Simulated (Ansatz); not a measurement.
Hf$_{4}$N

The calculation's input:

```
crystal:
  lattice:
    - [-2.246737414, 2.246737414, 4.599631]
    - [2.246737414, -2.246737414, 4.599631]
    - [2.246737414, 2.246737414, -4.599631]
  atoms:
    - { symbol: Hf, position: [0.0, 0.5, 0.5] }
    - { symbol: Hf, position: [0.5, 0.0, 0.5] }
    - { symbol: Hf, position: [0.241315245, 0.241315245, 0.0] }
    - { symbol: Hf, position: [0.758684755, 0.758684755, 0.0] }
    - { symbol: "N", position: [0.0, 0.0, 0.0] }
basis:
  ecutwfc: 420
kpoints:
  mp_grid: { grid: [12, 12, 12] }
  band_path:
    path:
      - [[0.0, 0.0, 0.0], [0.0, 0.0, 0.5], [0.25, 0.25, 0.25], [0.0, 0.5, 0.0], [0.0, 0.0, 0.0], [0.5, 0.5, -0.5], [0.30964838, 0.69035162, -0.30964838]]
      - [[-0.30964838, 0.30964838, 0.30964838], [0.0, 0.0, 0.0]]
      - [[0.0, 0.0, 0.5], [-0.11929676, 0.11929676, 0.5]]
      - [[0.5, 0.5, -0.11929676], [0.5, 0.5, -0.5]]
    npoints: 14
hamiltonian:
  xc: pbe
scf:
  occupations: { method: gaussian, width: 0.1 }
  n_extra_bands: 12
output:
  forces: true
  stress: true
  eigenvalues: true
  populations: true
  dos: { projected: true, de: 0.02, nscf_kmesh: { grid: [15, 15, 15] } }
  bader: true
  write_density: true
  write_potential: true
  elf: true
  volumetric_format: npy
```

Run with:

```sh
ansatz run input.yaml --threads 1 --pin off --max-ram 2560MiB --backend cpu --events-out ev --progress --plain --runs-dir out
```

Below, planes, directions and counts refer to the conventional cell (a = 4.49 Å, b = 4.49 Å, c = 9.20 Å, α = 90.00°, β = 90.00°, γ = 90.00°).

Space group I4/mmm; a structure generated by program, which may or may not match a known phase; computed without spin polarisation.

Method: Ansatz 0.2.0, DFT PBE, scalar-relativistic, plane waves, PAW.

### Predict the valence pseudo-density and electron localisation function between the atoms.

Hf–N (2.25 Å): the density is about 0.53 e/Å³ at the midpoint; the ELF peaks at about 0.80 in the valence shell of N, 0.6 Å from its nucleus, and drops to about 0.15 between the two atoms (no shared electron pair shows on this line).
Hf–Hf (3.16 Å): ρ at the midpoint is about 0.18 e/Å³; the ELF is about 0.15 at the midpoint; no localised pair shows between them.
Hf–Hf (3.27 Å): ρ at the midpoint is about 0.18 e/Å³; the ELF is about 0.35 at the midpoint.
Bader's partition of the density gives Hf +0.35 to +0.67 and N −2.05 e.

### Which way does charge flow, and how much by Bader's partition?

Electrons move from Hf towards N. Bader charges: Hf +0.35 to +0.67 and N −2.05 e.

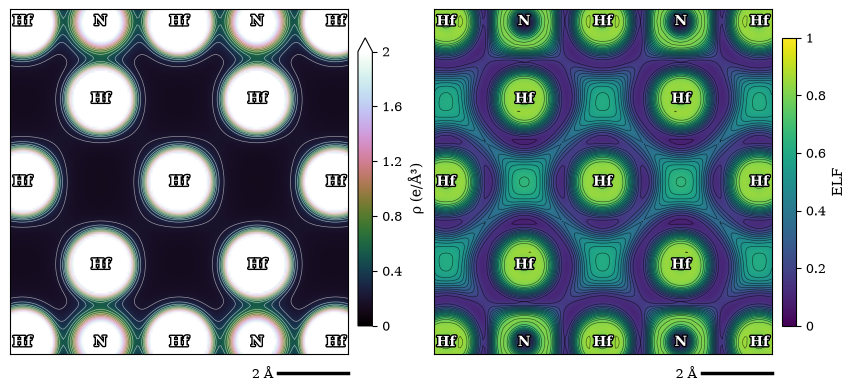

Computed valence pseudo-density and electron localisation function on the (100) plane of the conventional cell, in this order. 

Core electrons are frozen (PAW), and the valence fields are smoothed inside the atomic spheres.
